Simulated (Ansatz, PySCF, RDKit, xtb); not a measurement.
# [BSiPH3]+: from the formula to a structure, part 2 of 2

Task: start from the formula [BSiPH3]+ (charge +1), draw up candidate structures, narrow them down in stages, and characterise the one that lies lowest at 298.15 K.

xtb, Ansatz and PySCF; isolated molecules. Earlier steps stand in the parts before.

## Step 11: c238 at CCSD(T)/def2-TZVPP

Contents of input.yaml:

```yaml
crystal:
  periodic: [false, false, false]
  atoms:
    - {symbol: B, position_ang: [-0.236289, 0.162192, 0.269724]}
    - {symbol: P, position_ang: [1.168263, -0.415483, -0.678300]}
    - {symbol: Si, position_ang: [1.731577, 1.511112, 0.106570]}
    - {symbol: H, position_ang: [1.166789, -1.222847, -1.828177]}
    - {symbol: H, position_ang: [-1.373133, -0.064983, 0.501240]}
    - {symbol: H, position_ang: [0.189863, 1.128160, 0.992211]}
basis:
  gaussian:
    orbitals: def2-TZVPP
correlation:
  method: ccsd_t
  frozen_orbitals: {H: 0, B: 1, Si: 5, P: 5}
total_charge: 1
```

On the command line:

```bash
$ ansatz run input.yaml --threads 2 --pin off --max-ram 4350MiB --events-out events.jsonl --progress --plain --runs-dir runs
```

Output, cut to the lines that bear on the results:

```text
Warning: RAYON_NUM_THREADS=2 ignored (pool sized by the plan → 2); use --threads N
Functional definition: HF
  name "HF"
[...]
915 factors; integrals over basis functions are off by at most 9.9e-4 eV
[...]
mean field -17845.13426361 eV, -655.7965883213 hartree, gradient 3.4e-6 eV, S^2 0.000000; 0 other end points of the search recorded, 0 dependent functions left out
11 core orbitals not correlated: weight in the atoms' cores, before any rotation towards them, 1.000 or more for the frozen orbitals, at most 0.000 for the correlated occupied ones
reference -17845.13426361 eV, -655.7965883213 hartree; 7, 7 occupied and 139, 139 virtual orbitals, 915 factors
second order -9.25372027 eV of doubles, -0.00000000 eV of singles
cycle   1  -9.90669630 eV  change   -6.5e-1 eV  update   9.3e-2
[...]
cycle  11  -10.32081399 eV  change   -7.4e-6 eV  update   8.5e-6
perturbative correction -0.57767126 eV, -0.0212290272 hartree
Total energy: -17856.03274887 eV, -656.1971002671 hartree
```

Wall time 9 s (2 threads of Intel Xeon Platinum 8375C at 2.90GHz (Ice Lake), shared host); peak memory 0.99 GiB.

## Step 12: Putting it together

Energies in kcal/mol from c397a; G adds the thermal terms to the CCSD(T)/def2-TZVPP energy.

```tsv
label	SMILES	spin	PBE0-D4/def2-TZVP	HF/def2-TZVPP	MP2/def2-TZVPP	CCSD(T)/def2-TZVPP	G	share at equilibrium	T1
c397a	[BH]1[SiH2][P]1 ‡	singlet	0.0	0.0	0.0	0.0	0.0	99.9 %	0.017
c238	[H]1[BH][PH][Si]1 ‡	singlet	1.6	7.9	6.9	4.1	3.9	0.1 %	0.019
c281a	[H][P+]1=[SiH]B1	singlet	8.6	13.9	12.3	11.8	12.2	< 0.1 %	0.016
```

‡ marks the bonded skeleton alone, with all bonds drawn single: no Lewis structure was assigned that passes a check against the bond lengths.

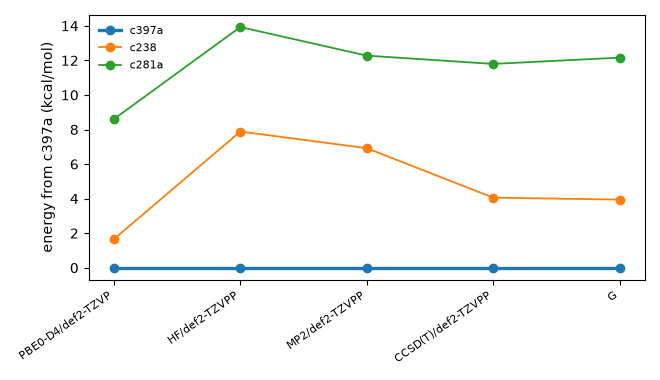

The finalists at each level, measured from c397a.

Lowest found: c397a, `[BH]1[SiH2][P]1` ‡, a singlet of point group Cs. Bond lengths: B1–P2 1.748 Å, P2–Si3 2.134 Å, B1–H4 1.178 Å, Si3–H5 1.482 Å, Si3–H6 1.476 Å. Angles: B1–P2–Si3 72.3°, P2–B1–H4 178.2°, P2–Si3–H5 126.8°, P2–Si3–H6 117.7°, H5–Si3–H6 115.5°. A long bond or contact: B1–Si3 2.311 Å.

```xyz
6

B    -2.2371    1.2456    0.4219
P    -3.2067   -0.2078    0.3537
Si   -1.6877   -0.5093    1.8223
H    -1.6057    2.2402    0.4409
H    -0.6346    0.4549    2.2207
H    -1.6631   -1.8055    2.5282
```

‡ marks the bonded skeleton alone, with all bonds drawn single: no Lewis structure was assigned that passes a check against the bond lengths.

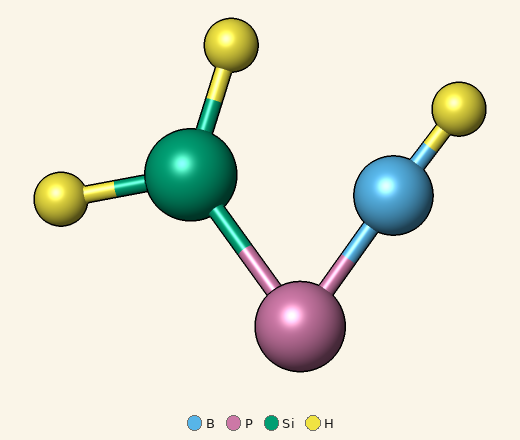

The lowest structure found, seen from a chosen angle (boron blue, phosphorus pink, silicon teal, hydrogen yellow).

## Step 13: Density, orbitals and dipole (PBE0/def2-TZVPD)

Contents of input.yaml:

```yaml
crystal:
  periodic: [false, false, false]
  atoms:
    - {symbol: B, position_ang: [-2.237070, 1.245630, 0.421887]}
    - {symbol: P, position_ang: [-3.206695, -0.207786, 0.353747]}
    - {symbol: Si, position_ang: [-1.687733, -0.509319, 1.822254]}
    - {symbol: H, position_ang: [-1.605651, 2.240221, 0.440850]}
    - {symbol: H, position_ang: [-0.634603, 0.454895, 2.220680]}
    - {symbol: H, position_ang: [-1.663057, -1.805546, 2.528172]}
basis:
  gaussian: {orbitals: def2-TZVPD}
total_charge: 1
hamiltonian: {xc: {name: PBE0}}
output: {forces: true, orbitals: {seedname: orbitals}}
```

On the command line:

```bash
$ ansatz run input.yaml --threads 2 --pin off --max-ram 4350MiB --events-out events.jsonl --progress --plain --runs-dir runs
```

Output, cut to the lines that bear on the results:

```text
Warning: RAYON_NUM_THREADS=2 ignored (pool sized by the plan → 2); use --threads N
[... 2 set-up lines as earlier in the session ...]
[...]
906 factors; their error is unknown
[...]
mean field -17874.92405794 eV, -656.8913430706 hartree, gradient 3.8e-5 eV, S^2 0.000000; 0 other end points of the search recorded, 0 dependent functions left out
[...]
reference -17874.92408657 eV, -656.8913441228 hartree; 18, 18 occupied and 132, 132 virtual orbitals, 906 factors
[...]
Atom 1 at    -3.206695    -0.207786     0.353747 Å, force    -0.007157    -0.001108    -0.005569 eV/Å
Atom 2 at    -1.687733    -0.509319     1.822254 Å, force    -0.004526     0.017542    -0.013184 eV/Å
Atom 3 at    -1.605651     2.240221     0.440850 Å, force    -0.000466     0.000557    -0.000713 eV/Å
Atom 4 at    -0.634603     0.454895     2.220680 Å, force     0.001208     0.000100     0.001013 eV/Å
Atom 5 at    -1.663057    -1.805546     2.528172 Å, force     0.001405     0.002472    -0.000103 eV/Å
Dipole moment:     0.307221     0.129557     0.196380 e Å
```

Run time: 1.9 s. Hardware: 2 threads of Intel Xeon Platinum 8375C at 2.90GHz (Ice Lake), shared host.

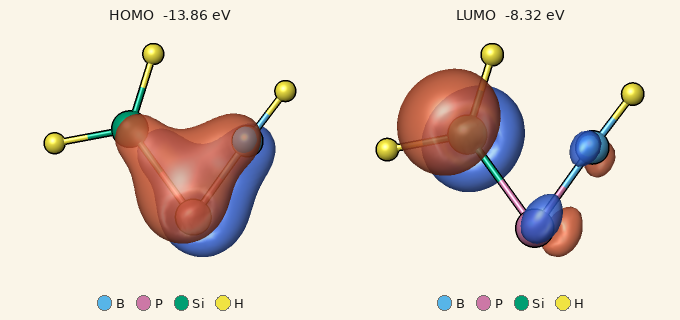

Frontier orbitals of this run, surfaces at ±0.2 Å^-3/2.

## Step 14: Frequencies after a tight-binding relaxation (GFN2-xTB)

Contents of start.xyz:

```xyz
6
c397a
B     -2.237070     1.245630     0.421887
P     -3.206695    -0.207786     0.353747
Si    -1.687733    -0.509319     1.822254
H     -1.605651     2.240221     0.440850
H     -0.634603     0.454895     2.220680
H     -1.663057    -1.805546     2.528172
```

On the command line:

```bash
$ xtb start.xyz --gfn 2 --ohess tight --chrg 1
```

Output, cut to the lines that bear on the results:

```text
[...]
         ::                     SUMMARY                     ::
         :::::::::::::::::::::::::::::::::::::::::::::::::::::
         :: total energy              -6.527365934471 Eh    ::
         :: gradient norm              0.000423644111 Eh/a0 ::
         :: HOMO-LUMO gap              2.564639681671 eV    ::
         ::.................................................::
         :: SCC energy                -6.597635643081 Eh    ::
         :: -> isotropic ES            0.110360515629 Eh    ::
         :: -> anisotropic ES         -0.018069987486 Eh    ::
         :: -> anisotropic XC         -0.012644024398 Eh    ::
         :: -> dispersion             -0.002671880201 Eh    ::
         :: repulsion energy           0.070269708611 Eh    ::
         :: add. restraining           0.000000000000 Eh    ::
         :: total charge               1.000000000000 e     ::
         :::::::::::::::::::::::::::::::::::::::::::::::::::::
[...]
          | TOTAL ENERGY               -6.527365934470 Eh   |
          | TOTAL ENTHALPY             -6.492948204276 Eh   |
          | TOTAL FREE ENERGY          -6.525885195484 Eh   |
          | GRADIENT NORM               0.000423552866 Eh/α |
[...]
```

Run time: 0.11 s. Hardware: 2 threads of Intel Xeon Platinum 8375C at 2.90GHz (Ice Lake), shared host.

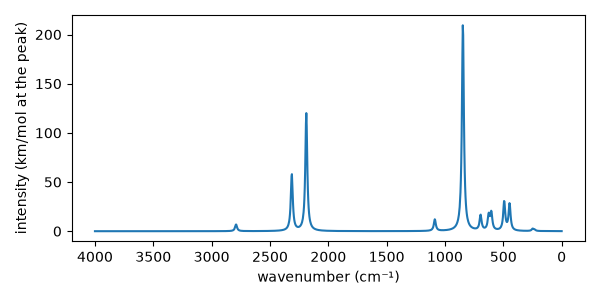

Harmonic infrared spectrum, unscaled, lines broadened by 10 cm⁻¹.

## Step 15: Electronic excitations (TD-PBE0/def2-SVPD)

An in-house driver calls PySCF's response routines at TD-PBE0/def2-SVPD; it has no typed input.

Output:

```text
coarse grid: 6200 points
cycle   1  E = -656.5458395190  dE =  4.494e-01  |g| = 2.420e-01  |ddm| = 2.675e+00
cycle   2  E = -656.5301836697  dE =  1.566e-02  |g| = 3.171e-01  |ddm| = 8.379e-01
cycle   3  E = -656.5698977602  dE = -3.971e-02  |g| = 5.921e-02  |ddm| = 5.444e-01
cycle   4  E = -656.5713403318  dE = -1.443e-03  |g| = 1.216e-02  |ddm| = 1.366e-01
cycle   5  E = -656.5713900716  dE = -4.974e-05  |g| = 4.872e-03  |ddm| = 2.603e-02
cycle   6  E = -656.5713976931  dE = -7.621e-06  |g| = 2.322e-03  |ddm| = 9.650e-03
final grid: 51176 points
cycle   7  E = -656.6481412877  dE =  5.240e-07  |g| = 6.345e-03  |ddm| = 3.438e-02
cycle   8  E = -656.6481087155  dE =  3.257e-05  |g| = 1.103e-02  |ddm| = 2.448e-02
cycle   9  E = -656.6481570180  dE = -4.830e-05  |g| = 2.916e-04  |ddm| = 1.590e-02
cycle  10  E = -656.6481570502  dE = -3.226e-08  |g| = 1.392e-04  |ddm| = 7.137e-04
cycle  11  E = -656.6481570581  dE = -7.888e-09  |g| = 3.776e-05  |ddm| = 2.623e-04
cycle  12  E = -656.6481570587  dE = -5.693e-10  |g| = 9.125e-06  |ddm| = 6.810e-05
converged SCF energy = -656.6481570587

Static polarisability (au): isotropic 58.324, principal 41.370 60.654 72.948

Singlet excitations
state   eV       nm        f      main configurations
  1   4.1989    295.3   0.00006   H->L+1 1.00
  2   4.7211    262.6   0.05922   H->L 0.86
  3   5.1484    240.8   0.00060   H-1->L 0.99
  4   5.4065    229.3   0.00000   H-2->L 0.99
  5   5.5490    223.4   0.00985   H->L+2 0.51, H-1->L+1 0.28, H-2->L+1 0.20
  6   5.9410    208.7   0.08089   H-1->L+1 0.48, H-2->L+1 0.29
  7   6.5871    188.2   0.01722   H-1->L+2 0.48, H->L+3 0.25, H-2->L+2 0.13
  8   6.6687    185.9   0.00016   H-2->L+2 0.57, H-3->L 0.37

Triplet excitations (Tamm-Dancoff, eV): 3.2523 3.7767 4.2979
```

Run time: 3.3 s. Hardware: 2 threads of Intel Xeon Platinum 8375C at 2.90GHz (Ice Lake), shared host.

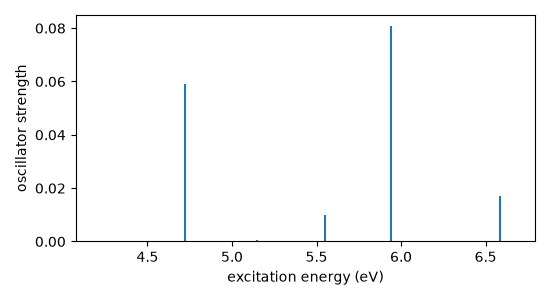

Vertical excitations as sticks.

The roots found:

```tsv
excited state	energy (eV)	strength
1	4.199	0.0001
2	4.721	0.0592
3	5.148	0.0006
4	5.407	0.0000
5	5.549	0.0098
6	5.941	0.0809
7	6.587	0.0172
8	6.669	0.0002
```

## Step 16: NMR shieldings (GIAO PBE0/pcSseg-1)

An in-house driver calls PySCF's response routines at GIAO PBE0/pcSseg-1; it has no typed input.

Output:

```text
coarse grid: 6200 points
cycle   1  E = -656.7828981150  dE =  4.736e-01  |g| = 2.608e-01  |ddm| = 2.371e+00
cycle   2  E = -656.7615379908  dE =  2.136e-02  |g| = 3.584e-01  |ddm| = 8.498e-01
cycle   3  E = -656.8080626424  dE = -4.652e-02  |g| = 6.810e-02  |ddm| = 5.374e-01
cycle   4  E = -656.8095639726  dE = -1.501e-03  |g| = 1.355e-02  |ddm| = 1.218e-01
cycle   5  E = -656.8096112112  dE = -4.724e-05  |g| = 5.637e-03  |ddm| = 2.097e-02
cycle   6  E = -656.8096210468  dE = -9.836e-06  |g| = 2.648e-03  |ddm| = 1.002e-02
final grid: 51176 points
cycle   7  E = -656.8254354770  dE =  1.300e-06  |g| = 7.270e-03  |ddm| = 2.299e-02
cycle   8  E = -656.8253951948  dE =  4.028e-05  |g| = 1.254e-02  |ddm| = 2.476e-02
cycle   9  E = -656.8254554893  dE = -6.029e-05  |g| = 4.554e-04  |ddm| = 1.644e-02
cycle  10  E = -656.8254555531  dE = -6.380e-08  |g| = 2.421e-04  |ddm| = 9.670e-04
cycle  11  E = -656.8254555757  dE = -2.260e-08  |g| = 3.504e-05  |ddm| = 3.479e-04
cycle  12  E = -656.8254555761  dE = -3.763e-10  |g| = 9.860e-06  |ddm| = 5.282e-05
converged SCF energy = -656.8254555761

GIAO shielding tensors (ppm)
atom      isotropic    diamagn.    paramagn.     s11        s22        s33       span
  0 B        4.166     204.234    -200.068    -72.143    -62.811    147.453    219.597
  1 P      271.805     965.975    -694.170     49.046    201.331    565.039    515.992
  2 Si      99.256     879.558    -780.301   -318.084    126.797    489.056    807.140
  3 H       25.702      27.990      -2.289     22.583     23.758     30.764      8.181
  4 H       22.842      29.169      -6.327     19.401     22.078     27.046      7.645
  5 H       22.561      25.463      -2.903     18.920     21.569     27.193      8.273
```

It took 2.9 s on 2 threads of Intel Xeon Platinum 8375C at 2.90GHz (Ice Lake), shared host.

Isotropic shieldings (absolute, not shifts):

```tsv
atoms	shielding (ppm)
B1	4.2
P2	271.8
Si3	99.3
H4	25.70
H5	22.84
H6	22.56
```

## Step 17: One electron fewer at the same geometry (PBE0/def2-TZVPD)

Contents of input.yaml:

```yaml
crystal:
  periodic: [false, false, false]
  atoms:
    - symbol: B
      position_ang: [-2.237070, 1.245630, 0.421887]
    - symbol: P
      position_ang: [-3.206695, -0.207786, 0.353747]
    - symbol: Si
      position_ang: [-1.687733, -0.509319, 1.822254]
    - symbol: H
      position_ang: [-1.605651, 2.240221, 0.440850]
    - symbol: H
      position_ang: [-0.634603, 0.454895, 2.220680]
    - symbol: H
      position_ang: [-1.663057, -1.805546, 2.528172]
basis:
  gaussian:
    orbitals: def2-TZVPD
total_charge: 2
magnetization:
  spin_polarized: true
  initial_magnetization: 1
hamiltonian:
  xc: {name: PBE0}
```

On the command line:

```bash
$ ansatz run input.yaml --threads 2 --pin off --max-ram 4350MiB --events-out events.jsonl --progress --plain --runs-dir runs
```

Output, cut to the lines that bear on the results:

```text
Warning: RAYON_NUM_THREADS=2 ignored (pool sized by the plan → 2); use --threads N
[... 2 set-up lines as earlier in the session ...]
[...]
906 factors; their error is unknown
[...]
mean field -17858.90828881 eV, -656.3027744111 hartree, gradient 1.3e-5 eV, S^2 0.754058; 4 other end points of the search recorded, 0 dependent functions left out
reference -17858.90831758 eV, -656.3027754681 hartree; 18, 17 occupied and 132, 133 virtual orbitals, 906 factors
Total energy: -17858.90831758 eV, -656.3027754681 hartree
```

Wall time 5.1 s (2 threads of Intel Xeon Platinum 8375C at 2.90GHz (Ice Lake), shared host).

Difference from the parent: 16.02 eV.

## Step 18: One electron more at the same geometry (PBE0/def2-TZVPD)

Contents of input.yaml:

```yaml
crystal:
  periodic: [false, false, false]
  atoms:
    - {symbol: B, position_ang: [-2.237070, 1.245630, 0.421887]}
    - {symbol: P, position_ang: [-3.206695, -0.207786, 0.353747]}
    - {symbol: Si, position_ang: [-1.687733, -0.509319, 1.822254]}
    - {symbol: H, position_ang: [-1.605651, 2.240221, 0.440850]}
    - {symbol: H, position_ang: [-0.634603, 0.454895, 2.220680]}
    - {symbol: H, position_ang: [-1.663057, -1.805546, 2.528172]}
basis:
  gaussian:
    orbitals: def2-TZVPD
magnetization:
  spin_polarized: true
  initial_magnetization: 1
hamiltonian:
  xc: {name: PBE0}
scf:
  lower_state_search: "off"
```

On the command line:

```bash
$ ansatz run input.yaml --threads 2 --pin off --max-ram 4350MiB --events-out events.jsonl --progress --plain --runs-dir runs
```

Output, cut to the lines that bear on the results:

```text
Warning: RAYON_NUM_THREADS=2 ignored (pool sized by the plan → 2); use --threads N
[... 2 set-up lines as earlier in the session ...]
[...]
906 factors; their error is unknown
[...]
mean field -17881.39362217 eV, -657.1290951708 hartree, gradient 8.5e-6 eV, S^2 0.757854; 0 other end points of the search recorded, 0 dependent functions left out
reference -17881.39365475 eV, -657.1290963683 hartree; 19, 18 occupied and 131, 132 virtual orbitals, 906 factors
Total energy: -17881.39365475 eV, -657.1290963683 hartree
Checks for a lower state left out: stability, starts, cluster_reference, orbital_swaps, neighbouring_geometries, increment
```

It took 3.6 s on 2 threads of Intel Xeon Platinum 8375C at 2.90GHz (Ice Lake), shared host.

Parent less the species with the added electron: 6.47 eV.

## Step 19: The triplet at the same geometry (PBE0/def2-TZVPD)

Contents of input.yaml:

```yaml
crystal:
  periodic: [false, false, false]
  atoms:
    - symbol: B
      position_ang: [-2.237070, 1.245630, 0.421887]
    - symbol: P
      position_ang: [-3.206695, -0.207786, 0.353747]
    - symbol: Si
      position_ang: [-1.687733, -0.509319, 1.822254]
    - symbol: H
      position_ang: [-1.605651, 2.240221, 0.440850]
    - symbol: H
      position_ang: [-0.634603, 0.454895, 2.220680]
    - symbol: H
      position_ang: [-1.663057, -1.805546, 2.528172]
basis:
  gaussian: {orbitals: def2-TZVPD}
total_charge: 1
magnetization: {spin_polarized: true, initial_magnetization: 2}
hamiltonian: {xc: pbe0}
```

On the command line:

```bash
$ ansatz run input.yaml --threads 2 --pin off --max-ram 4350MiB --events-out events.jsonl --progress --plain --runs-dir runs
```

Output, cut to the lines that bear on the results:

```text
Warning: RAYON_NUM_THREADS=2 ignored (pool sized by the plan → 2); use --threads N
[... 2 set-up lines as earlier in the session ...]
[...]
906 factors; their error is unknown
[...]
mean field -17871.60723044 eV, -656.7694519082 hartree, gradient 1.2e-5 eV, S^2 2.013001; 6 other end points of the search recorded, 0 dependent functions left out
reference -17871.60726078 eV, -656.7694530232 hartree; 19, 17 occupied and 131, 133 virtual orbitals, 906 factors
Total energy: -17871.60726078 eV, -656.7694530232 hartree
```

Run time: 9 s. Hardware: 2 threads of Intel Xeon Platinum 8375C at 2.90GHz (Ice Lake), shared host; peak memory 0.5 GiB.

It lies 3.32 eV above the singlet.

## Step 20: Stability of the closed-shell solution (PBE0/def2-SVP)

Contents of run.py:

```python
from pyscf import gto, dft

system = gto.M(
    atom='''
B     -2.237070     1.245630     0.421887
P     -3.206695    -0.207786     0.353747
Si    -1.687733    -0.509319     1.822254
H     -1.605651     2.240221     0.440850
H     -0.634603     0.454895     2.220680
H     -1.663057    -1.805546     2.528172
''',
    charge=1,
    basis='def2-svp',
    verbose=3,
    max_memory=3100,
)

mf = dft.RKS(system, xc='pbe0')
mf = mf.density_fit(auxbasis='def2-universal-jkfit')
mf.max_cycle = 100
mf.grids.level = 3
mf.kernel()
if not mf.converged:
    mf = mf.newton().run(mf.mo_coeff, mf.mo_occ)

e_final = mf.e_tot
print(f'total energy: {e_final:.8f} hartree')
mo_i, mo_e, stable_i, stable_e = mf.stability(internal=True, external=True, return_status=True)
print('stable: internal', stable_i, 'external', stable_e)
```

On the command line:

```bash
$ OMP_NUM_THREADS=2 python run.py
```

Output:

```text
converged SCF energy = -656.641200031426
total energy: -656.64120003 hartree
<class 'pyscf.df.df_jk.DFRKS'> wavefunction is stable in the internal stability analysis
<class 'pyscf.df.df_jk.DFRKS'> wavefunction is stable in the real -> complex stability analysis
<class 'pyscf.df.df_jk.DFRKS'> wavefunction is stable in the RHF/RKS -> UHF/UKS stability analysis
stable: internal True external True
```

It took 21 s on 2 threads of Intel Xeon Platinum 8375C at 2.90GHz (Ice Lake), shared host.

## Step 21: Outcome

This closing draws on all 2 parts.

| quantity | value |
| --- | --- |
| lowest structure found | [BH]1[SiH2][P]1 ‡, singlet, Cs |
| next finalist | [H]1[BH][PH][Si]1 ‡, singlet, 3.9 kcal/mol higher in G |
| share at equilibrium, among the finalists | 99.9 % |
| funnel | 36 starts, 20 minima at GFN2-xTB, 11 screening runs, 3 rescued, 6 relaxed, 3 ranked |
| CPU time of all runs | 13 min |
| harmonic wavenumbers, lowest and highest (PBE0-D4/def2-TZVP) | 279 and 2808 cm⁻¹ |
| rotational constants, same geometry | 0.5045, 0.2142, 0.1504 cm⁻¹ |
| HOMO energy (PBE0/def2-TZVPD) | -13.86 eV |
| LUMO energy (PBE0/def2-TZVPD) | -8.32 eV |
| HOMO–LUMO gap (PBE0/def2-TZVPD) | 5.54 eV |
| lowest excitation (TD-PBE0/def2-SVPD) | 4.20 eV (f = 0.000) |
| strongest of the states computed, same level | 5.94 eV (f = 0.081) |
| lowest triplet excitation, same level, Tamm-Dancoff | 3.25 eV |
| vertical ionisation energy | 16.02 eV |
| vertical recombination energy (electron added) | 6.47 eV |
| vertical triplet less singlet | +3.32 eV |

In words: The lowest structure found is `[BH]1[SiH2][P]1` ‡. The margin, 3.9 kcal/mol, is modest. PBE0-D4/def2-TZVP, HF/def2-TZVPP and MP2/def2-TZVPP already put its bonding pattern lowest among the structures in one piece. The largest share of the time went into the vibrations (27 %). The search is not exhaustive (a finite list of starts, one conformer a finalist), so a lower isomer can't be ruled out. Patterns outside the rules of the enumeration were met only by chance.

‡ marks the bonded skeleton alone, with all bonds drawn single: no Lewis structure was assigned that passes a check against the bond lengths.
